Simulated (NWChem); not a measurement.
**Energy and gradient calculation of SiH₂SClO₂ (part 1 of 3)**

SiH₂SClO₂, multiplicity 2, SMILES O[Si](O)([S])Cl, computed with HF/3-21G, UHF (NWChem 7.3.0).

The geometry comes from this level: PBE0-D4/def2-TZVP.

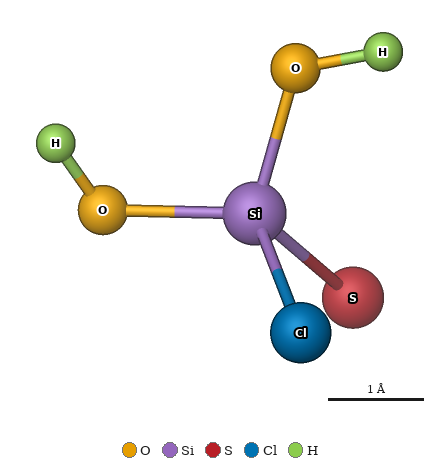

Fig. 1: The input geometry (ball-and-stick view, seen at a tilt).

The input:
```
start struct
memory total 2200 mb

geometry noautosym nocenter noautoz
  O     -0.721300     0.390200     1.089800
  Si     0.021300    -0.031700    -0.297300
  O      0.987900    -1.278400     0.072600
  S     -1.252400    -0.496200    -1.902100
  Cl     1.072800     1.560300    -1.054000
  H     -1.337800     1.124200     1.063500
  H      1.290700    -1.336400     0.981700
end

basis "ao basis" spherical bse
  O library 3-21G
  Si library 3-21G
  S library 3-21G
  Cl library 3-21G
  H library 3-21G
end

scf
  nopen 1
  uhf
  thresh 1e-08
  maxiter 80
end

task scf gradient
```

Run on 1 thread of Intel Xeon (Sapphire Rapids), 16 GiB of memory available, shared host.

Launch command:
```bash
nwchem struct.nw > struct.out
```

The program's output:
```
Northwest Computational Chemistry Package (NWChem) 7.3.0
             --------------------------------------------------------

           Job information
           ---------------

    nwchem branch   = 7.3.0
    use scalapack   = T
    input           = struct.nw
    prefix          = struct.
    data base       = ./struct.db
    status          = startup
    nproc           =        1

           Memory information
           ------------------

    heap     =     72089600 doubles =      550.0 Mbytes
    stack    =     72089597 doubles =      550.0 Mbytes
    global   =    144179200 doubles =     1100.0 Mbytes (distinct from heap & stack)
    total    =    288358397 doubles =     2200.0 Mbytes
    verify   = yes
    hardfail = no

           Directory information
           ---------------------

  0 permanent = .
  0 scratch   = .

                                NWChem Input Module
                                -------------------

 Scaling coordinates for geometry "geometry" by  1.889725989
 (inverse scale =  0.529177249)

                             Geometry "geometry" -> ""
                             -------------------------

 Output coordinates in angstroms (scale by  1.889725989 to convert to a.u.)

  No.       Tag          Charge          X              Y              Z
 ---- ---------------- ---------- -------------- -------------- --------------
    1 O                    8.0000    -0.72130000     0.39020000     1.08980000
    2 Si                  14.0000     0.02130000    -0.03170000    -0.29730000
    3 O                    8.0000     0.98790000    -1.27840000     0.07260000
    4 S                   16.0000    -1.25240000    -0.49620000    -1.90210000
    5 Cl                  17.0000     1.07280000     1.56030000    -1.05400000
    6 H                    1.0000    -1.33780000     1.12420000     1.06350000
    7 H                    1.0000     1.29070000    -1.33640000     0.98170000

      Atomic Mass
      -----------

      O                 15.994910
      Si                27.976930
      S                 31.972070
      Cl                34.968850
      H                  1.007825

 Effective nuclear repulsion energy (a.u.)     367.5483135712

            Nuclear Dipole moment (a.u.)
            ----------------------------
        X                 Y               Z
 ---------------- ---------------- ----------------
     1.1018992239    20.4549610182   -77.7988851142

            XYZ format geometry
            -------------------
     7
 geometry
 O                    -0.72130000     0.39020000     1.08980000
 Si                    0.02130000    -0.03170000    -0.29730000
 O                     0.98790000    -1.27840000     0.07260000
 S                    -1.25240000    -0.49620000    -1.90210000
 Cl                    1.07280000     1.56030000    -1.05400000
 H                    -1.33780000     1.12420000     1.06350000
 H                     1.29070000    -1.33640000     0.98170000

 ==============================================================================
                                internuclear distances
 ------------------------------------------------------------------------------
       center one      |      center two      | atomic units |  angstroms
 ------------------------------------------------------------------------------
    2 Si               |   1 O                |     3.07828  |     1.62896
    3 O                |   2 Si               |     3.06194  |     1.62031
    4 S                |   2 Si               |     3.96998  |     2.10082
    5 Cl               |   2 Si               |     3.87864  |     2.05249
    6 H                |   1 O                |     1.81209  |     0.95892
    7 H                |   3 O                |     1.81405  |     0.95996
 ------------------------------------------------------------------------------
                         number of included internuclear distances:          6
 ==============================================================================

 ==============================================================================
                                 internuclear angles
 ------------------------------------------------------------------------------
        center 1       |       center 2       |       center 3       |  degrees
 ------------------------------------------------------------------------------
    2 Si               |   1 O                |   6 H                |   117.90
    1 O                |   2 Si               |   3 O                |   106.07
    1 O                |   2 Si               |   4 S                |   115.55
    1 O                |   2 Si               |   5 Cl               |   110.28
    3 O                |   2 Si               |   4 S                |   111.47
    3 O                |   2 Si               |   5 Cl               |   112.05
    4 S                |   2 Si               |   5 Cl               |   101.56
    2 Si               |   3 O                |   7 H                |   116.80
 ------------------------------------------------------------------------------
                            number of included internuclear angles:          8
 ==============================================================================

                      Basis "ao basis" -> "" (spherical)
                      -----
  [basis functions not shown]

 Summary of "ao basis" -> "" (spherical)
 ------------------------------------------------------------------------------
       Tag                 Description            Shells   Functions and Types
 ---------------- ------------------------------  ------  ---------------------
 O                           3-21G                   5        9   3s2p
 Si                          3-21G                   7       13   4s3p
 S                           3-21G                   7       13   4s3p
 Cl                          3-21G                   7       13   4s3p
 H                           3-21G                   2        2   2s

                                 NWChem SCF Module
                                 -----------------

  ao basis        = "ao basis"
  functions       =    61
  atoms           =     7
  alpha electrons =    33
  beta  electrons =    32
  charge          =   0.00
  wavefunction    = UHF
  input vectors   = atomic
  output vectors  = ./struct.movecs
  use symmetry    = F
  symmetry adapt  = F

 Summary of "ao basis" -> "ao basis" (spherical)
 ------------------------------------------------------------------------------
       Tag                 Description            Shells   Functions and Types
 ---------------- ------------------------------  ------  ---------------------
 O                           3-21G                   5        9   3s2p
 Si                          3-21G                   7       13   4s3p
 S                           3-21G                   7       13   4s3p
 Cl                          3-21G                   7       13   4s3p
 H                           3-21G                   2        2   2s

 Forming initial guess at       0.0s

      Superposition of Atomic Density Guess
      -------------------------------------

 Sum of atomic energies:       -1289.88320018

      Non-variational initial energy
      ------------------------------

 Total energy =   -1291.197196
 1-e energy   =   -2518.180873
 2-e energy   =     859.435364
 HOMO         =      -0.305333
 LUMO         =       0.081554

 Starting SCF solution at       0.1s

 ----------------------------------------------
         Quadratically convergent UHF

 Convergence threshold     :          1.000E-08
 Maximum no. of iterations :           80
 Integral*density screening:          1.000E-10
 ----------------------------------------------

              iter       energy          gnorm     gmax       time
             ----- ------------------- --------- --------- --------
                 1    -1290.3679432452  8.29D-01  1.45D-01      0.3
                 2    -1290.4494140379  2.24D-01  3.87D-02      0.6
                 3    -1290.4587756108  1.79D-02  9.13D-03      1.0
  ga_iter_lsolve: convergence stagnant ... aborting solve
                 4    -1290.4590898923  8.27D-04  6.05D-04      2.0
  ga_iter_lsolve: convergence stagnant ... aborting solve

 Disabled NR: increased maxiter to  90

                 5    -1290.4590919806  2.39D-03  5.20D-04      2.8
                 6    -1290.4590965753  3.21D-03  7.39D-04      3.1
                 7    -1290.4591015824  2.29D-03  5.86D-04      3.4
                 8    -1290.4591028891  1.58D-03  3.32D-04      3.8
                 9    -1290.4591037092  9.00D-04  2.46D-04      4.1
                10    -1290.4591039382  4.34D-04  5.90D-05      4.4
                11    -1290.4591039852  2.29D-04  4.65D-05      4.7
                12    -1290.4591039972  1.17D-04  1.73D-05      5.1
                13    -1290.4591039994  4.33D-05  1.02D-05      5.2
                14    -1290.4591039998  1.98D-05  3.70D-06      5.5
                15    -1290.4591039999  8.25D-06  2.34D-06      5.7
                16    -1290.4591039999  4.34D-06  9.87D-07      6.0
                17    -1290.4591039999  2.73D-06  5.43D-07      6.3
                18    -1290.4591039999  6.89D-07  2.20D-07      6.5
                19    -1290.4591039999  5.52D-07  1.42D-07      6.8
                20    -1290.4591039999  3.46D-07  5.85D-08      7.1
                21    -1290.4591039999  2.23D-07  4.46D-08      7.5
                22    -1290.4591039999  8.80D-08  4.28D-08      7.6
                23    -1290.4591039999  2.39D-07  4.46D-08      8.2
                24    -1290.4591039999  2.61D-07  3.71D-08      8.9
                25    -1290.4591039999  1.80D-07  4.31D-08      9.2
                26    -1290.4591039999  9.46D-08  1.88D-08      9.5
                27    -1290.4591039999  4.10D-08  8.43D-09      9.8
                28    -1290.4591039999  5.47D-08  9.92D-09     10.1
                29    -1290.4591039999  2.72D-08  7.02D-09     10.5
                30    -1290.4591039999  2.28D-08  4.49D-09     10.8
                31    -1290.4591039999  1.60D-08  4.23D-09     11.3
                32    -1290.4591039999  1.88D-08  6.77D-09     11.7
                33    -1290.4591039999  1.37D-08  1.75D-09     12.1
                34    -1290.4591039999  1.16D-08  4.04D-09     12.4
                35    -1290.4591039999  7.48D-09  1.17D-09     12.7

       Final UHF  results
       ------------------

         Total SCF energy =  -1290.459103999919
      One electron energy =  -2518.065301389668
      Two electron energy =    860.057883818570
 Nuclear repulsion energy =    367.548313571179

                       Sz =      0.5000
                 Sz(Sz+1) =      0.7500
                      S^2 =      0.7526

        Time for solution =     12.6s

          Final alpha eigenvalues
          -----------------------

              1
    1 -104.1190
    2  -91.3519
    3  -68.4609
    4  -20.5051
    5  -20.4935
    6  -10.5159
    7   -8.9528
    8   -7.9792
    9   -7.9752
   10   -7.9747
   11   -6.6401
   12   -6.6241
   13   -6.6197
   14   -6.2609
   15   -4.3580
   16   -4.3576
   17   -4.3562
   18   -1.4107
   19   -1.3758
   20   -1.1413
   21   -1.0204
   22   -0.7976
   23   -0.7400
   24   -0.6490
   25   -0.6131
   26   -0.5682
   27   -0.5645
   28   -0.5435
   29   -0.5056
   30   -0.4926
   31   -0.4804
   32   -0.4584
   33   -0.4320
   34    0.1500
   35    0.2090
   36    0.2164
   37    0.2263
   38    0.3090
   39    0.3279
   40    0.4274
   41    0.4426
   42    0.5799
   43    0.5925

          Final beta eigenvalues
          ----------------------

              1
    1 -104.1186
    2  -91.3427
    3  -68.4614
    4  -20.5052
    5  -20.4933
    6  -10.5154
    7   -8.9428
    8   -7.9783
    9   -7.9744
   10   -7.9740
   11   -6.6179
   12   -6.6139
   13   -6.5998
   14   -6.2617
   15   -4.3591
   16   -4.3584
   17   -4.3566
   18   -1.4109
   19   -1.3757
   20   -1.1370
   21   -0.9334
   22   -0.7905
   23   -0.7387
   24   -0.6434
   25   -0.6081
   26   -0.5673
   27   -0.5567
   28   -0.5385
   29   -0.4949
   30   -0.4906
   31   -0.4502
   32   -0.4022
   33   -0.0315
   34    0.1583
   35    0.2094
   36    0.2233
   37    0.2384
   38    0.3104
   39    0.3312
   40    0.4317
   41    0.4454
   42    0.5798
   43    0.5939

                    UHF Final Alpha Molecular Orbital Analysis
                    ------------------------------------------

 Vector   18  Occ=1.000000D+00  E=-1.410719D+00
              MO Center= -1.7D-01, -7.9D-02,  6.7D-01, r^2= 1.9D+00
   Bfn.  Coefficient  Atom+Function         Bfn.  Coefficient  Atom+Function
  ----- ------------  ---------------      ----- ------------  ---------------
     6      0.586791  1 O  s                 28      0.412101  3 O  s
     1     -0.185891  1 O  s                  2      0.169424  1 O  s

 Vector   19  Occ=1.000000D+00  E=-1.375811D+00
              MO Center=  3.6D-01, -6.0D-01,  4.6D-01, r^2= 2.0D+00
   Bfn.  Coefficient  Atom+Function         Bfn.  Coefficient  Atom+Function
  ----- ------------  ---------------      ----- ------------  ---------------
    28      0.608630  3 O  s                  6     -0.441612  1 O  s
    23     -0.191182  3 O  s                 24      0.174331  3 O  s

 Vector   20  Occ=1.000000D+00  E=-1.141278D+00
              MO Center=  8.6D-01,  1.3D+00, -9.6D-01, r^2= 1.2D+00
   Bfn.  Coefficient  Atom+Function         Bfn.  Coefficient  Atom+Function
  ----- ------------  ---------------      ----- ------------  ---------------
    50      0.529636  5 Cl s                 54      0.516505  5 Cl s
    46     -0.435417  5 Cl s
```
